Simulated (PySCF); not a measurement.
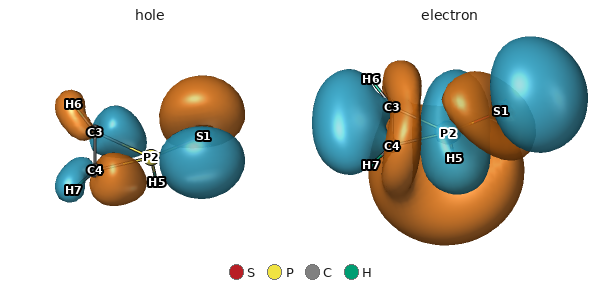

*C2H3PS, SMILES `S=[PH]1C=C1`. Leading natural transition orbital pair of S₃ (TDA singlet states); the surfaces enclose about 85 % of each orbital's density.*

Level of theory: PBE0/aug-cc-pVDZ (PySCF), at a geometry from GFN2-xTB. No frequency check shows the geometry to be a minimum. GFN2-xTB bond lengths at metals and heavier atoms can be off by up to 0.1 Å and shapes distorted, which carries into these values.

Geometry (Å), atoms numbered from 1:

```
S1      -1.6487    0.0628    0.2552
P2       0.1357   -0.1132   -0.4601
C3       1.6344   -0.5799    0.4348
C4       1.6344    0.7156    0.1161
H5       0.3406   -0.4434   -1.7973
H6       2.1957   -1.2867    1.0114
H7       2.1956    1.6092    0.2990
```

Where does the state lie, and where do hole and electron sit?

5.03 eV (247 nm), f = 0.003, partly diffuse acceptor orbital; the leading pair carries 98 %; hole on S1 (67 %), P2 (13 %) and C3 and C4 (8 % each), electron on P2 (30 %), S1 (28 %) and H5 (23 %) (atom shares of so diffuse an orbital are rough); their centroids lie 1.2 Å apart. In canonical orbitals it is mainly HOMO → LUMO+2 (88 %). The HOMO–LUMO gap is 5.40 eV.
